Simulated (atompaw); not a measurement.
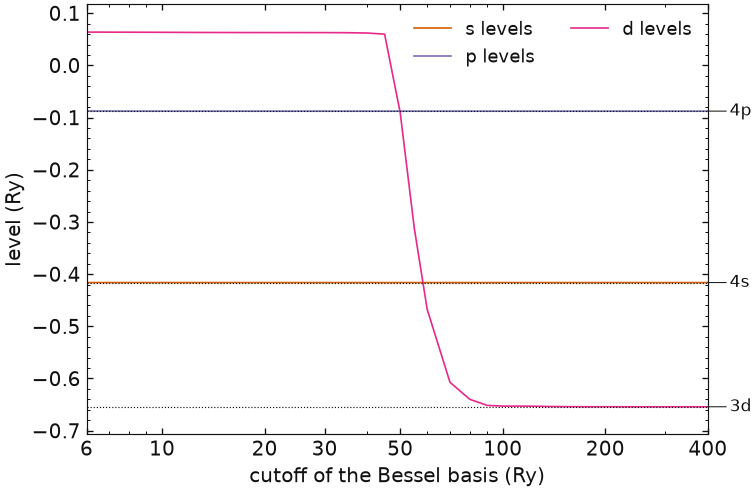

The pseudo-atom Hamiltonian at the reference potential is diagonalised in spherical Bessel functions (20 bohr box) up to the cutoff. Curves: the lowest levels of each channel that holds a bound state. Dotted lines: the all-electron valence levels.

Input of atompaw 4.2.0.5:

```
Ni 28
GGA-PBESOL scalarrelativistic loggrid 1500 logderivrange -3 5 201
4 4 3 0 0 0
4 1 0
3 2 8
0 0 0
c
c
c
v
c
c
v
v
2
2.80 2.30 2.55 2.05
y
3.4
n
y
0.75
n
y
2.5
n
custom rrkj gramschmidtortho besselshape
3 0 vpsmatchnc
2.80
2.80
2.80
2.80
1.05
1.05
```

Run as:
```bash
atompaw < Ni.input > Ni.log
```

Functional and relativity: PBEsol, scalar-relativistic.

Q: Does every curve settle on an all-electron level?

A: No ghost state below the valence levels in the s, p, d, f channels. The curves of the valence states settle on the dotted lines.

Q: Which level is furthest from its value at the highest cutoff when the cutoff is lowest, 6 Ry?

A: 3d, by 0.72 Ry, against 0.00 Ry for 4p.

Q: Read the all-electron valence levels.

A: 4s: -0.42 Ry; 4p: -0.09 Ry; 3d: -0.65 Ry.
